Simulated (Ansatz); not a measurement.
# Ga2O3, pressure series

Consider Ga$_{2}$O$_{3}$ (space group Cmcm, No. 63; a cell from a computed database, its experimental status unchecked).

```
Ga2O3
1.0
    1.39437    -4.63753     0.00000
    1.39437     4.63753     0.00000
    0.00000     0.00000     7.14944
Ga O
4 6
Direct
  0.24838   0.75162   0.25000
  0.75162   0.24838   0.75000
  0.00000   0.00000   0.50000
  0.00000   0.00000   0.00000
  0.36183   0.63817   0.92578
  0.63817   0.36183   0.07422
  0.63817   0.36183   0.42578
  0.36183   0.63817   0.57422
  0.10531   0.89469   0.75000
  0.89469   0.10531   0.25000
```

Cell and atoms are relaxed at each pressure.

Calculations: DFT with PBEsol, PAW potentials and a 420 eV plane-wave cutoff in Ansatz (an electronic-structure program), scalar-relativistic without spin-orbit coupling.

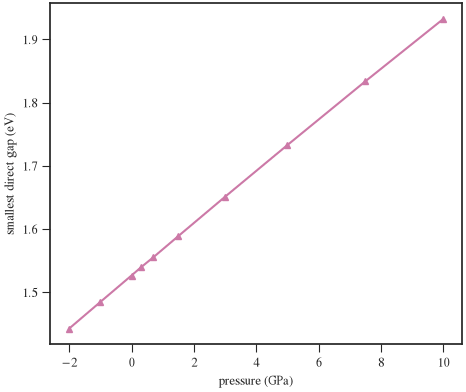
Smallest direct gap against pressure

### Question
From the plot, what is the smallest direct gap for pressure 5 GPa?

### Answer
About 1.73 eV.

### Question
Is the trend monotonic over the range shown?

### Answer
Yes, it rises throughout, spanning 1.44 eV to 1.93 eV.

Load acts through the strain it causes; cell and atoms are relaxed under it. Whether these cells are dynamically stable was not tested. Competing high-pressure phases were not computed.
